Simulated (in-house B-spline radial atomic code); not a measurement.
## Many-body perturbation calculation for Tl³⁺

- system: Tl³⁺, core [Xe] 4f14 5d10.
- method: relativistic RPA (time-dependent Dirac-Hartree-Fock) and second-order many-body perturbation theory, no-pair Dirac-Coulomb, closed shell, B-spline basis (in-house B-spline radial atomic code)

## Summary

- outcome: converged
- hardware: 1 CPU thread, shared host
- wall time: 38 s

## Input
```
basis_form = 2
Z = 81
core_configuration = [Xe] 4f14 5d10
rms_radius = 5.4759
mass_number = 205
speed_of_light = 137.035999084
box_radius = 14.844
lmax = 7
intervals = 63
virtual_cutoff = 164025.0
```

Launched within a batch (the task file carries these settings):
```bash
python <driver script> task.json out
```

The program writes its results to a structured record and prints no log; tables and figures of this report are taken from that record.

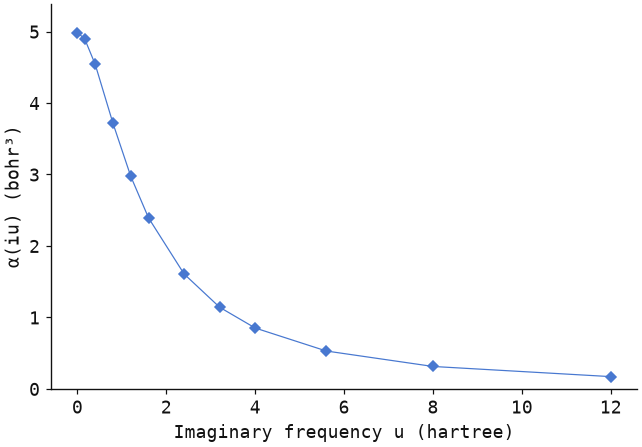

Figure 1. Dipole polarisability at imaginary frequency of Tl³⁺, [Xe] 4f¹⁴ 5d¹⁰. Relativistic RPA on Dirac–Hartree–Fock, no-pair Dirac–Coulomb, finite nucleus, computed with a B-spline radial code. The static dipole polarisability is 4.98 bohr³; α(iu) falls to half of it near u = 1.5 hartree. The Casimir–Polder integral gives C₆ = 29.0 hartree bohr⁶ for two such species.
